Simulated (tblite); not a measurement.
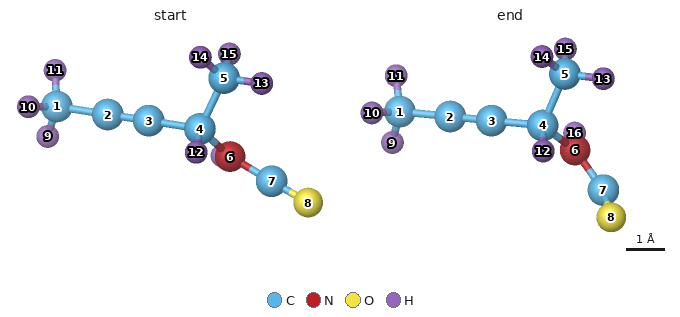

The structure of C6H8NO (multiplicity 2) before (left) and after (right) a relaxation, at one scale.

The picture is a ball-and-stick view, seen from a free direction.

Computed with tblite 0.8.0, GFN2-xTB geometry optimisation, gas phase. 

**What changed between the two?**

O8 moves most after the best rigid fit: 1.09 Å. By element the largest moves are O 1.09 Å, H 0.69 Å, C 0.45 Å, N 0.24 Å. Some distances before and after: C3–C4 1.490 → 1.448 Å, C4–N6 1.451 → 1.493 Å, C7–O8 1.165 → 1.203 Å, C1–C2 1.480 → 1.445 Å. Bond angles that change, for instance: N6–C7–O8 179.5° → 133.9°, C4–N6–H16 121.7° → 114.9°, C4–N6–C7 120.1° → 125.5°. Groups turn about C4–N6 by about 30°. The energy falls by 0.952 eV in 118 geometry steps. Cost: 0.69 s on 1 thread of Arm Neoverse V1, on a shared host.
